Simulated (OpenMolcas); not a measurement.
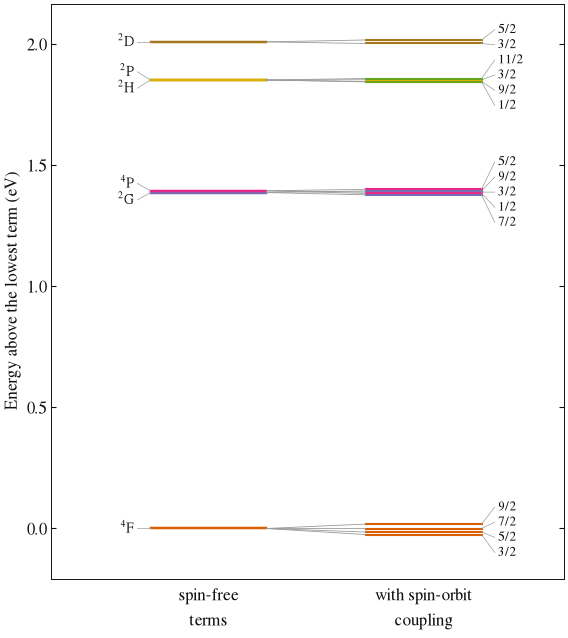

Fig. 1: Terms of Ti⁺ (titanium, Z = 22) without and with spin-orbit coupling; numbers at the right are J. ⁴F (at 0) splits over 0.0434 eV into J = 3/2, 5/2, 7/2, 9/2 from the bottom up (normal); ²G (at 1.39 eV) splits over 0.0161 eV into J = 7/2, 9/2 from the bottom up (normal); ⁴P (at 1.39 eV) splits over 0.0169 eV into J = 1/2, 3/2, 5/2 from the bottom up (normal); ²H (at 1.85 eV) splits over 0.0127 eV into J = 9/2, 11/2 from the bottom up (normal); ²P (at 1.85 eV) splits over 0.00875 eV into J = 1/2, 3/2 from the bottom up (normal); ²D (at 2.01 eV) splits over 0.0145 eV into J = 3/2, 5/2 from the bottom up (normal). The ground level lies 0.0251 eV below the lowest term.

## Run report: Ti⁺, multiconfigurational calculation (part 1 of 2)

System: Ti⁺.
Method: state-averaged CASSCF, active space 3 electrons in the shell 3d, basis ANO-RCC-VTZP, DKH3 scalar Hamiltonian, spin-orbit coupling by RASSI with atomic mean-field integrals (OpenMolcas).

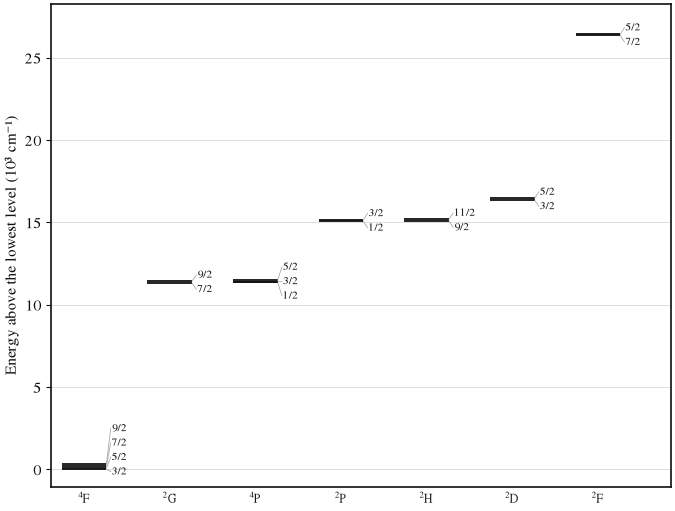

Fig. 2: Level diagram of Ti⁺. The lowest level is 3d³ ⁴F₃/₂. The first excited level, 3d³ ⁴F₅/₂, lies at 84.7 cm⁻¹. The ground term spreads over 350 cm⁻¹ in the order J = 3/2, 5/2, 7/2, 9/2, a normal multiplet. All levels drawn have even parity, so no electric dipole line joins them. The leading LS term holds 100 % of a level on average. The ground level has g = 0.399. Spin-orbit coupling puts the ground level 203 cm⁻¹ below the lowest spin-free term.

| Configuration | Level | E (cm⁻¹) | Landé g |
| --- | --- | --- | --- |
| 3d³ | ⁴F₃/₂ | 0 | 0.399 |
| 3d³ | ⁴F₅/₂ | 84.7 | 1.029 |
| 3d³ | ⁴F₇/₂ | 202 | 1.239 |
| 3d³ | ⁴F₉/₂ | 350 | 1.334 |
| 3d³ | ²G₇/₂ | 11,320 | 0.889 |
| 3d³ | ⁴P₁/₂ | 11,360 | 2.668 |
| 3d³ | ⁴P₃/₂ | 11,410 | 1.734 |
| 3d³ | ²G₉/₂ | 11,450 | 1.111 |
| 3d³ | ⁴P₅/₂ | 11,500 | 1.601 |
| 3d³ | ²P₁/₂ | 15,080 | 0.668 |
| 3d³ | ²H₉/₂ | 15,090 | 0.909 |
| 3d³ | ²P₃/₂ | 15,150 | 1.320 |
| 3d³ | ²H₁₁/₂ | 15,190 | 1.091 |
| 3d³ | ²D₃/₂ | 16,360 | 0.815 |
| 3d³ | ²D₅/₂ | 16,470 | 1.201 |
| 3d³ | ²F₇/₂ | 26,360 | 1.143 |
| 3d³ | ²F₅/₂ | 26,420 | 0.857 |

These pictures come from the run below.

The input:
```
&GATEWAY
Coord
1

Ti 0.0 0.0 0.0
Basis=ANO-RCC-VTZP
Group=XYZ
NoMove
AngMom=0.0 0.0 0.0
AMFI
&SEWARD
Relativistic=R03O02
&RASSCF
FileOrb=start.orb
Symmetry=1
Spin=4
nActEl=3 0 0
Inactive=3 6
Ras2=5 0
CIRoot=10 10 1
SDav=10
CIMx=300
Iter=120 100
PrWF=0.3
OrbListing=Nothing
MaxOrb=0
Atom
>>> COPY $Project.JobIph JOB001
&RASSCF
FileOrb=start.orb
Symmetry=1
Spin=2
nActEl=3 0 0
Inactive=3 6
Ras2=5 0
CIRoot=40 40 1
SDav=40
CIMx=300
Iter=120 100
PrWF=0.3
OrbListing=Nothing
MaxOrb=0
Atom
CIOnly
>>> COPY $Project.JobIph JOB002
&RASSI
NrOfJobIphs=2 10 35
1 2 3 4 5 6 7 8 9 10
1 2 3 4 5 6 7 8 9 10 11 12 13 14 15 16 17 18 19 20 21 22 23 24 25 26 27
28 29 30 31 32 33 34 35
IphNames
JOB001
JOB002
EJob
SpinOrbit
DIPRint=1.0
SOCoupling=1000.0
Subsets=2
MEES
Property=10
'ANGMOM' 1 'ANGMOM' 2 'ANGMOM' 3 'MLTPL  1' 1 'MLTPL  1' 2 'MLTPL  1' 3
'AMFI' 1 'AMFI' 2 'AMFI' 3 'MLTPL  2' 6
SOProperty=3
'ANGMOM' 1 'ANGMOM' 2 'ANGMOM' 3
```

The file start.orb holds starting orbitals from an earlier step. A driver script formed the levels outside the program, from RASSI's spin-orbit matrix and the active-space energies, averaged over the components of each term or state.

Run as:
```bash
OMP_NUM_THREADS=1 MOLCAS_MEM=2252 MOLCAS_PROJECT=a pymolcas a.inp > a.log  # once for each step of the input, in one work folder
```

The program's output (extracts):
```
--- SEWARD ---
Basis set label: TI.ANO-RCC...6S5P3D2F1G.

      Electronic valence basis set:
      ------------------
      Associated Effective Charge  22.000000 au
      Associated Actual Charge     22.000000 au
      Nuclear Model: Point charge

      Shell  nPrim  nBasis  Cartesian Spherical Contaminant
         s      21       6        X
         p      15       5        X
         d      10       3                 X
         f       6       2                 X
         g       4       1                 X
Relativistic=R03O02
                  Relativistic Douglas-Kroll-Hess integrals:
                    - DKH order of Hamiltonian: 3
                    - DKH order of Properties : 2
--- RASSCF ---
Wave function specifications:
      -----------------------------

      Number of closed shell electrons          18
      Number of electrons in active shells       3
      Max number of holes in RAS1 space          0
      Max nr of electrons in RAS3 space          0
      Number of inactive orbitals                9
      Number of active orbitals                  5
      Number of secondary orbitals              45
      Spin quantum number                      1.5
      State symmetry                             1
Orbital specifications:
      -----------------------

      Symmetry species                           1   2
                                                ag  au
      Frozen orbitals                            0   0
      Inactive orbitals                          3   6
      Active orbitals                            5   0
      RAS1 orbitals                              0   0
      RAS2 orbitals                              5   0
      RAS3 orbitals                              0   0
      Secondary orbitals                        22  23
      Deleted orbitals                           0   0
      Number of basis functions                 30  29
      Number of CSFs                            10
      Number of root(s) required                10
      Iter CI   SX   CI       RASSCF       Energy    max ROT     max BLB   max BLB  Level Ln srch  Step   QN
          iter iter root      energy       change     param      element    value   shift minimum  type update
 Nr of preliminary CI iterations:   1
        1   1    9    0  -852.49299923    0.00E+00   1.25E-01*   5  11 2  1.31E-01*  0.00   0.00    SX    NO
        2   1    9    0  -852.48948438    3.51E-03* -1.44E-01*   4  10 2 -1.14E-01*  0.00   0.00    SX    NO
        3   1   10    0  -852.49592220   -6.44E-03*  1.61E-01*   5  11 2  1.11E-01*  0.00   0.00    SX    NO
        4   1    9    0  -852.48155945    1.44E-02*  1.64E-01*   4  10 2 -1.21E-01*  0.00   0.00    SX    NO
        5   1   10    0  -852.49331920   -1.18E-02* -9.43E-02    6  12 2  1.24E-01*  0.00   0.56    SX   YES
        6   1    9    0  -852.50887950   -1.56E-02*  1.88E-02    4  10 2 -1.28E-02*  0.00   0.78    QN   YES
        7   1    9    0  -852.51048464   -1.61E-03* -1.83E-02    4  10 2 -7.10E-03*  0.00   1.51    SX   YES
        8   1    9    0  -852.51051133   -2.67E-05* -1.71E-02    4  10 2  1.18E-02*  0.00   0.51    SX   YES
        9   1    8    0  -852.51047979    3.15E-05* -1.30E-02    4  10 2 -1.12E-02*  0.00   0.48    SX   YES
       10   1    8    0  -852.51067638   -1.97E-04*  3.92E-03    4  10 2  5.39E-03*  0.00   0.70    QN   YES
       11   1    6    0  -852.51072177   -4.54E-05* -1.63E-04    8  16 1  6.29E-05   0.00   0.97    QN   YES
       12   1    5    0  -852.51072183   -5.67E-08* -1.08E-05    3  12 2  1.17E-05   0.00   1.05    QN   YES
       13   1    5    0  -852.51072183   -1.02E-09  -9.11E-07    4  10 2  4.82E-06   0.00   1.08    QN   YES
      Convergence after 13 iterations
       14   1    5    0  -852.51072183   -2.27E-11  -9.11E-07    3   9 1 -1.01E-07   0.00   1.08    QN   YES
      Natural orbitals and occupation numbers for root  1
      sym 1:   0.953378   0.046622   1.000000   0.046622   0.953378
      Natural orbitals and occupation numbers for root  2
      sym 1:   0.146569   0.146569   0.853431   1.000000   0.853431
      Natural orbitals and occupation numbers for root  3
      sym 1:   0.074456   0.925544   0.074456   1.000000   0.925544
::    RASSCF root number  1 Total energy:   -852.52609627
::    RASSCF root number  2 Total energy:   -852.52609627
::    RASSCF root number  3 Total energy:   -852.52609627
::    RASSCF root number  4 Total energy:   -852.52609627
::    RASSCF root number  5 Total energy:   -852.52609627
::    RASSCF root number  6 Total energy:   -852.52609627
::    RASSCF root number  7 Total energy:   -852.52609627
::    RASSCF root number  8 Total energy:   -852.47484812
::    RASSCF root number  9 Total energy:   -852.47484812
::    RASSCF root number 10 Total energy:   -852.47484812
--- RASSCF ---
Wave function specifications:
      -----------------------------

      Number of closed shell electrons          18
      Number of electrons in active shells       3
      Max number of holes in RAS1 space          0
      Max nr of electrons in RAS3 space          0
      Number of inactive orbitals                9
      Number of active orbitals                  5
      Number of secondary orbitals              45
      Spin quantum number                      0.5
      State symmetry                             1
Orbital specifications:
      -----------------------

      Symmetry species                           1   2
                                                ag  au
      Frozen orbitals                            0   0
      Inactive orbitals                          3   6
      Active orbitals                            5   0
      RAS1 orbitals                              0   0
      RAS2 orbitals                              5   0
      RAS3 orbitals                              0   0
      Secondary orbitals                        22  23
      Deleted orbitals                           0   0
      Number of basis functions                 30  29
      Number of CSFs                            40
      Number of root(s) required                40
      Iter CI   SX   CI       RASSCF       Energy    max ROT     max BLB   max BLB  Level Ln srch  Step   QN
          iter iter root      energy       change     param      element    value   shift minimum  type update
 Nr of preliminary CI iterations:   1
        1   1    0    0  -852.43729913    0.00E+00   0.00E+00    8  16 1 -9.75E-03*  0.00   0.00    SX    NO
      Natural orbitals and occupation numbers for root  1
      sym 1:   0.529502   0.476237   0.704517   0.572189   0.717555
      Natural orbitals and occupation numbers for root  2
      sym 1:   0.668232   0.631666   0.519294   0.700565   0.480243
      Natural orbitals and occupation numbers for root  3
      sym 1:   0.447792   0.547910   0.622355   0.712592   0.669351
::    RASSCF root number  1 Total energy:   -852.47512043
::    RASSCF root number  2 Total energy:   -852.47512043
::    RASSCF root number  3 Total energy:   -852.47512043
::    RASSCF root number  4 Total energy:   -852.47512043
::    RASSCF root number  5 Total energy:   -852.47512043
::    RASSCF root number  6 Total energy:   -852.47512043
::    RASSCF root number  7 Total energy:   -852.47512043
::    RASSCF root number  8 Total energy:   -852.47512043
::    RASSCF root number  9 Total energy:   -852.47512043
::    RASSCF root number 10 Total energy:   -852.45803772
::    RASSCF root number 11 Total energy:   -852.45803772
::    RASSCF root number 12 Total energy:   -852.45803772
::    RASSCF root number 13 Total energy:   -852.45803772
::    RASSCF root number 14 Total energy:   -852.45803772
::    RASSCF root number 15 Total energy:   -852.45803772
::    RASSCF root number 16 Total energy:   -852.45803772
::    RASSCF root number 17 Total energy:   -852.45803772
::    RASSCF root number 18 Total energy:   -852.45803772
::    RASSCF root number 19 Total energy:   -852.45803772
::    RASSCF root number 20 Total energy:   -852.45803772
::    RASSCF root number 21 Total energy:   -852.45803772
::    RASSCF root number 22 Total energy:   -852.45803772
::    RASSCF root number 23 Total energy:   -852.45803772
::    RASSCF root number 24 Total energy:   -852.45225216
::    RASSCF root number 25 Total energy:   -852.45225216
::    RASSCF root number 26 Total energy:   -852.45225216
::    RASSCF root number 27 Total energy:   -852.45225216
::    RASSCF root number 28 Total energy:   -852.45225216
::    RASSCF root number 29 Total energy:   -852.40678956
::    RASSCF root number 30 Total energy:   -852.40678956
```

(Continued in part 2.) Outcome of the run: converged.
